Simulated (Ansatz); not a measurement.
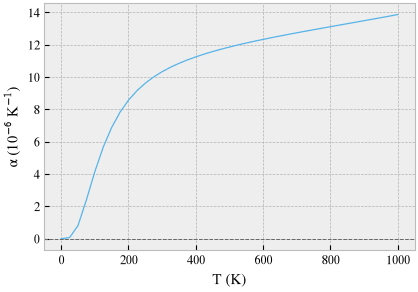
Figure. Linear thermal expansion of AlCo in the CsCl type structure from quasi-harmonic approximation, PBE density-functional theory in Ansatz (plane waves, PAW)

The cell was generated from a structure type, relaxed within its symmetry, and need not be the phase found at ambient conditions.

Q: Read off α at 900 K, and say whether it is negative anywhere.

A: About 13 × 10⁻⁶ K⁻¹. It is not negative in the range shown.

Ansatz is an electronic-structure program.
